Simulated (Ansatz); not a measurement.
# F2Ge4H11···H: what the fields show

Input file:

```
crystal:
  periodic: [false, false, false]
  atoms:
    - {symbol: Ge, position_ang: [-0.604983, -0.015286, -0.921440]}
    - {symbol: Ge, position_ang: [-0.880211, 0.830822, 1.329100]}
    - {symbol: Ge, position_ang: [1.749353, -0.502402, -1.261128]}
    - {symbol: Ge, position_ang: [-1.956431, -2.018675, -1.156814]}
    - {symbol: H, position_ang: [-1.086554, 1.085999, -1.880312]}
    - {symbol: H, position_ang: [1.417684, 2.250306, 0.946255]}
    - {symbol: F, position_ang: [0.304576, 2.477322, 0.634773]}
    - {symbol: H, position_ang: [1.266424, 1.060826, 2.057262]}
    - {symbol: F, position_ang: [2.278774, 1.767618, 1.416070]}
    - {symbol: H, position_ang: [-1.212794, -0.364332, 2.282776]}
    - {symbol: H, position_ang: [0.568218, 0.709005, 2.426031]}
    - {symbol: H, position_ang: [-1.813706, 1.964477, 1.761619]}
    - {symbol: H, position_ang: [1.879327, -1.395523, -2.506768]}
    - {symbol: H, position_ang: [2.542838, 0.791556, -1.459014]}
    - {symbol: H, position_ang: [2.271071, -1.272700, -0.040056]}
    - {symbol: H, position_ang: [-1.909218, -2.499306, -2.616074]}
    - {symbol: H, position_ang: [-3.418857, -1.747742, -0.765559]}
    - {symbol: H, position_ang: [-1.395611, -3.121665, -0.246720]}
basis:
  gaussian: {orbitals: def2-TZVPP}
hamiltonian: {xc: pbe0, dispersion: d4}
output: {orbitals: {seedname: orbitals}}
```

Command:

```sh
ansatz run in.yaml --threads 4 --pin off --events-out ev --progress --plain --max-ram 63488MiB --backend cuda --devices 0, --max-vram 37GiB
```

A transition-state structure; geometry: PBE0-D4/def2-TZVP.

Level of theory: RKS PBE0-D4/def2-TZVPP in Ansatz 0.2.0.

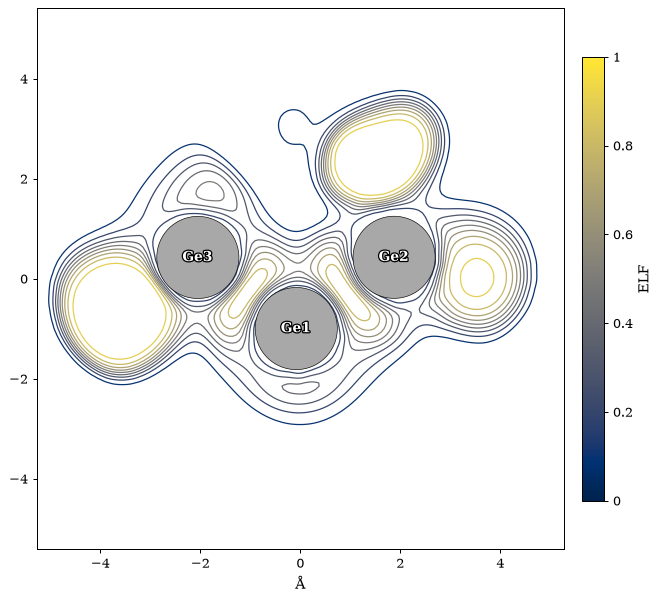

Figure 1. ELF on the plane of atoms Ge2, Ge1 and Ge3. Grey discs cover the atomic cores.

### Describe what can be read from this map.

The section cuts through Ge sites.
Ge–Ge (2.42 Å): the ELF peaks at about 0.90 between the atoms, as expected for localised, covalent bonding.

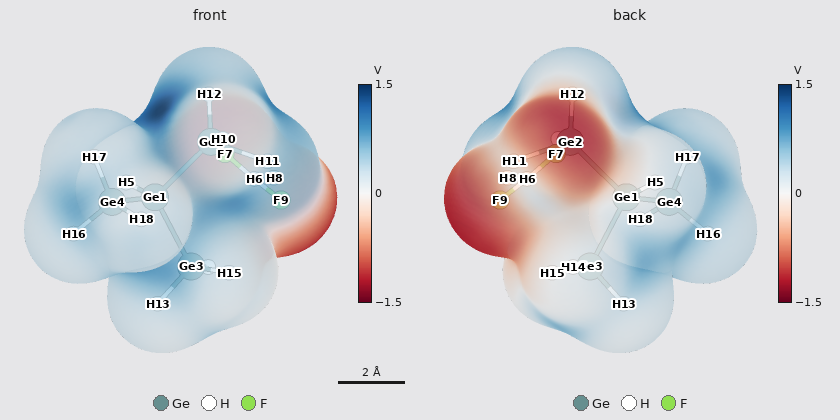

Figure 2. The molecular electrostatic potential painted on the density surface at 0.001 e/bohr³, seen from the front and from behind; red is negative and blue positive.

### Describe the electrostatic potential map.

The most negative region (about −1.2 V, or −28 kcal/mol for a unit charge) lies over F7 and F9, the most positive (about +1.4 V, or +32 kcal/mol for a unit charge) over Ge2.

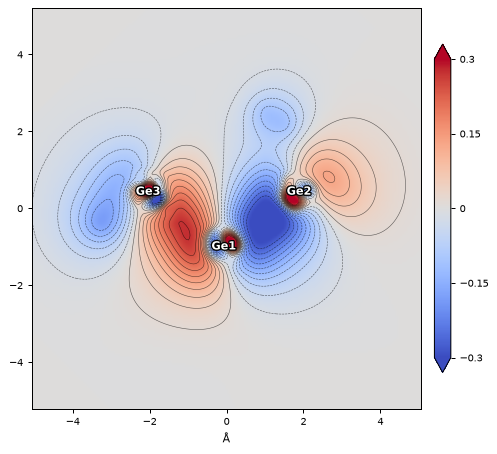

Figure 3. The HOMO on the plane of atoms Ge2, Ge1 and Ge3 (values in Å⁻³ᐟ²; the overall sign is arbitrary).

### Describe this orbital and give its energy.

Its weight (Hirshfeld) is mainly on Ge1 (about 25 %), Ge2 (about 25 %), Ge3 (about 15 %), H10 (about 10 %) and F7 (about 5 %). Its energy is −8.05 eV.

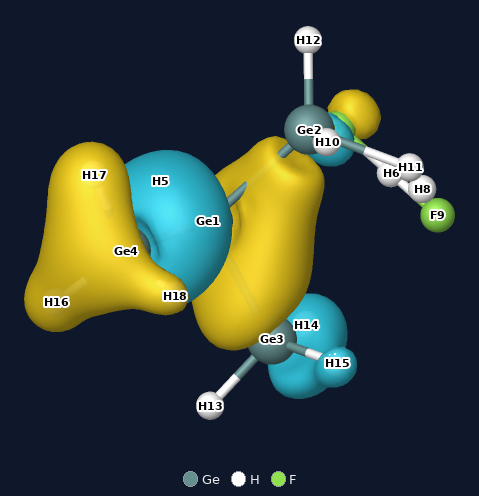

Figure 4. The HOMO−1 at ±0.1 Å⁻³ᐟ² (yellow and cyan are the two phases), seen at a tilt.

### What is the character of this orbital?

By Hirshfeld shares it lies mainly on Ge1 (about 30 %), Ge4 (about 30 %) and Ge3 (about 15 %). Its energy is −8.08 eV.
